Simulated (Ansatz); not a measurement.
Consider MoSe2 in the 2H-MoS2 type structure (space group P6_3/mmc, No. 194; a = 3.228 Å, c = 12.346 Å; layered, stacked along the Cartesian z axis). Axes: x lies along a and z along c of the hexagonal cell.

The change: compressive biaxial strain of 2.23 % in the plane normal to [001], as in epitaxy on a mismatched substrate; the out-of-plane cell vector and the atoms relax.

Level of theory: Ansatz (an electronic-structure program), PBEsol-D3(BJ), PAW, cutoff 420 eV, scalar-relativistic without spin-orbit coupling, earlier PAW set.

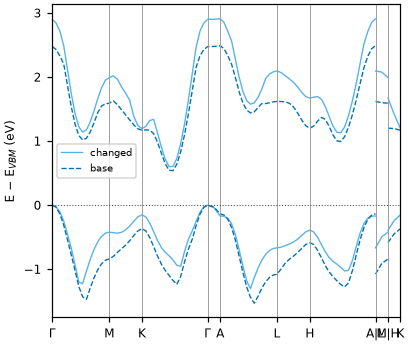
Fig. 1. Highest valence and lowest conduction band along the path, each from its own valence-band maximum

### Question
From the figure, how large is the changed gap, and is it direct?

### Answer
About 0.6 eV, indirect, Γ → K–Γ (47 % along).

No phonon test of stability was made.
